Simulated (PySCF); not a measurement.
# Si(SH)4 (H4S4Si): electronic structure

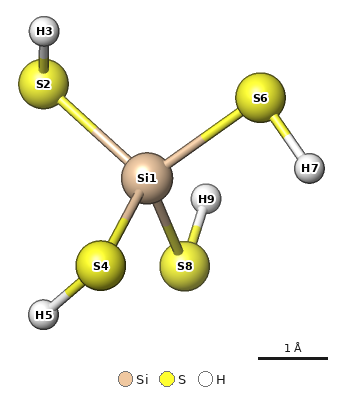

The molecule, with its atoms numbered as below. No frequency check shows the geometry to be a minimum.

Cartesian coordinates (Å):

```
Si1      0.0001   -0.0012   -0.0056
S2       1.5508   -0.9270   -1.1870
H3       2.0833    0.2058   -1.6165
S4      -1.5390    0.9396   -1.1914
H5      -2.0541   -0.1878   -1.6554
S6       0.9305    1.5298    1.1972
H7      -0.1939    1.9780    1.7320
S8      -0.9429   -1.5427    1.1737
H9       0.1727   -1.9756    1.7389
```

## 1. Bonding charge

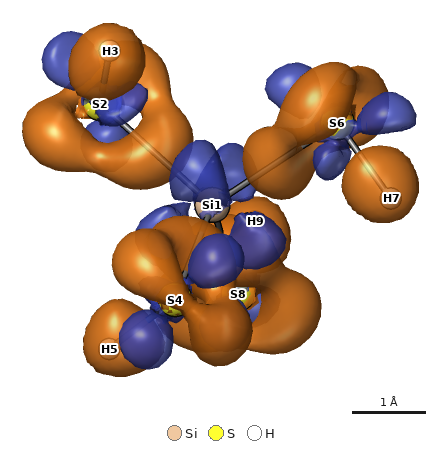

Deformation density (molecule less spherical, spin-averaged free atoms at the same positions), surfaces at ±0.06 e/Å³; orange: gain, blue: loss.

Level of theory: PBE0/6-31G* (PySCF), at a geometry from GFN2-xTB.

Question: Describe the bonding that the map shows.

Answer: S8–H9 and S6–H7: +0.37 e/Å³ at the bond critical point (bond length 1.32 Å, Mayer order 0.9). S2–H3 and S4–H5: +0.37 e/Å³ at the bond critical point (bond length 1.32 Å, Mayer order 0.9). Si1–S2 and Si1–S4: +0.12 e/Å³ at the bond critical point (bond length 2.16 Å, Mayer order 1.1). Si1–S8 and Si1–S6: +0.12 e/Å³ at the bond critical point (bond length 2.16 Å, Mayer order 1.1). In all, 2.1 electrons gather in the regions of gain relative to the promolecule. A small or negative value marks a very polar bond, one between electron-rich atoms, whose free-atom densities already overlap strongly, a long bond to a heavier atom, or a closed-shell contact such as a hydrogen bond.

Question: Where do the Hirshfeld charges lie?

Answer: The highest Hirshfeld charge is on Si1 (+0.24 e), the lowest on S2 and S4 (−0.13 e).

```csv
atom,charge (e)
Si1,+0.24
S2,−0.13
H3,+0.07
S4,−0.13
H5,+0.07
S6,−0.13
H7,+0.07
S8,−0.13
H9,+0.07
```

## 2. Local ionisation energy

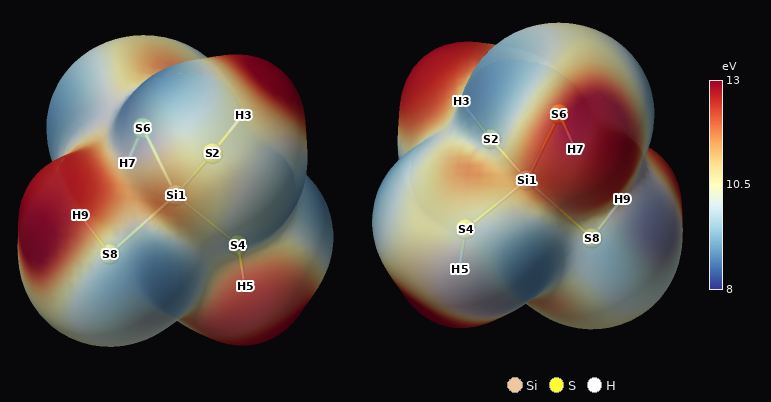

Average local ionisation energy on the surface of electron density 0.001 a.u. (back view left, front view right).

Question: Locate the minima of the map.

Answer: The lowest value is 8.7 eV, 2.3 Å from S2, and at like points elsewhere. Further minima include 8.8 eV, 2.3 Å from S6. For comparison, the highest occupied orbital lies at −7.6 eV.

Question: What volume does the surface enclose, and what is the dipole moment?

Answer: About 177 Å³; the dipole moment is 0.2 D.

## 3. Excited states

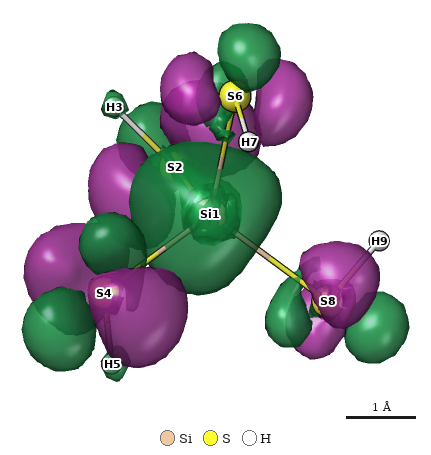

Unrelaxed difference density of S₁ less the ground state (TDA singlet states), ±0.02 e/Å³; green: gain, purple: loss.

Level of theory: CAM-B3LYP/6-31G* (PySCF), at a geometry from GFN2-xTB. Without diffuse functions Rydberg states are missing, so the states' numbers hold for this basis only.

Question: How does the charge move on excitation?

Answer: 0.67 e is displaced in all, of which about 0.2 e passes between atoms: S2 and S4 (0.10 e each) lose electrons and Si1 (0.20 e) gains them. The state: 5.97 eV (208 nm), f = 0.021; the leading pair carries 82 %; hole on S2 and S4 (30 % each), S6 and S8 (15 % each) and Si1 (6 %), electron on Si1 (26 %), S2 and S4 (20 % each) and S6 and S8 (14 % each) (shares are of the whole state, not of the leading pair alone); their centroids lie 0.2 Å apart; S₂ lies within 0.1 eV of it.

The PySCF runs shown took 13 s and 2 min on 1 thread of Intel(R) Xeon(R) Platinum 8375C CPU @ 2.90GHz (Ice Lake) (shared host).
